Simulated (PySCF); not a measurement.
# CISD/STO-3G run of SnS (SMILES [S][Sn])

Aim: the energy change on altering one bond length of SnS at CISD/STO-3G, from 2 runs. Input form: a Python script.

The calculation is run with PySCF 2.14.0.

11 further runs of the same task are left out: 5 that didn't finish, 6 set aside as unsound or not needed.

## (1) The system as given

SnS has 2 atoms, charge 0, and is taken as a singlet. As SMILES, `[S][Sn]`. The bond length is the measured one.

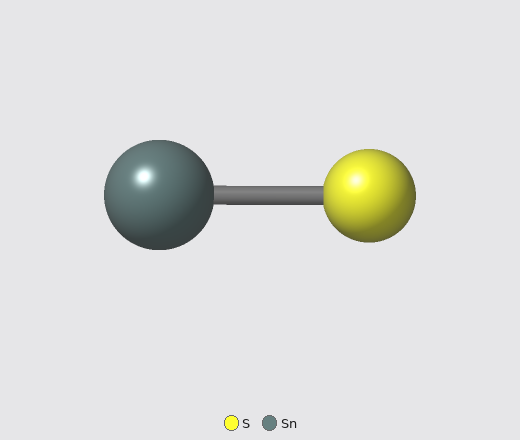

The structure, seen from a chosen angle (sulfur yellow, tin teal).

## (2) The energy at CISD/STO-3G

job.py

```python
from pyscf import gto, scf, ci

molecule = gto.M(
    atom='''
S      0.000000     0.000000     0.000000
Sn     0.000000     0.000000     4.174454
''',
    max_memory=1860,
    verbose=3,
    unit='bohr',
    basis='sto-3g',
)

hf = scf.RHF(molecule)
hf.conv_tol = 1e-10
hf.kernel()
if not hf.converged:
    hf = hf.newton().run(hf.mo_coeff, hf.mo_occ)

cisd = ci.CISD(hf, frozen=23)
cisd.kernel()
etot = cisd.e_tot
print('E = %.10f Eh' % etot)
```

Run with:

```console
$ OMP_NUM_THREADS=1 python job.py
```

The program printed:

```text
converged SCF energy = -6356.44967228971
E(RCISD) = -6356.540114120254  E_corr = -0.09044183054076926
E = -6356.5401141203 Eh
```

It took 0.85 s on 1 thread of Arm Neoverse V1, shared host; peak memory 0.1 GiB.

## (3) The distorted shape

run.py

```python
from pyscf import gto, ci

mol = gto.M(
    atom=[
    ('S', (0.000000, 0.000000, -1.767174)),
    ('Sn', (0.000000, 0.000000, 2.209026)),
],
    max_memory=1860,
    verbose=3,
    basis='sto-3g',
)

hf = mol.RHF()
hf.conv_tol = 1e-10
hf.kernel()
if not hf.converged:
    hf = hf.newton().run(hf.mo_coeff, hf.mo_occ)

cisd = ci.CISD(hf, frozen=23)
cisd.kernel()
e_tot = cisd.e_tot
print('Final energy', e_tot)
```

Run with:

```console
$ OMP_NUM_THREADS=1 python run.py
```

The program printed:

```text
converged SCF energy = -6356.17720329787
E(RCISD) = -6356.336143553472  E_corr = -0.1589402556026109
Final energy -6356.336143553472
```

Wall time 0.99 s (1 thread of Arm Neoverse V1, shared host); peak memory 0.11 GiB.

## (4) Summary of results

At CISD/STO-3G, 23 core orbitals frozen:

| quantity | value |
| --- | --- |
| first shape: total energy | -6356.54011 Eh |
| first shape: dipole moment (Hartree–Fock density) | 1.88 D |
| first shape: HOMO energy (Hartree–Fock orbitals) | -5.38 eV |
| first shape: LUMO energy (Hartree–Fock orbitals) | 5.07 eV |
| first shape: HOMO–LUMO gap (Hartree–Fock orbitals) | 10.45 eV |
| first shape: correlation energy (23 core orbitals frozen) | -90.4 mEh |
| distorted shape: total energy | -6356.33614 Eh |
| distorted shape: dipole moment (Hartree–Fock density) | 1.26 D |
| distorted shape: HOMO energy (Hartree–Fock orbitals) | -1.99 eV |
| distorted shape: LUMO energy (Hartree–Fock orbitals) | 5.03 eV |
| distorted shape: HOMO–LUMO gap (Hartree–Fock orbitals) | 7.02 eV |
| distorted shape: correlation energy (23 core orbitals frozen) | -158.9 mEh |
| energy change with the S1–Sn2 bond stretched from 2.209 to 3.976 Å | 5.550 eV |

**Reading.** One bond (distorted shape) is far stretched, which a spin-restricted single reference describes badly; a broken-symmetry solution may lie lower. With the S1–Sn2 bond stretched from 2.209 to 3.976 Å the energy rises by 5.55 eV (128 kcal/mol). The first shape isn't relaxed at this level, so the change isn't measured from a minimum. A restricted reference can't describe the breaking bond well at this length. The minimal basis adds a large error of its own. Relativity is left out (first shape) although the molecule holds a heavy atom. Relativity is left out (distorted shape) although the molecule holds a heavy atom.
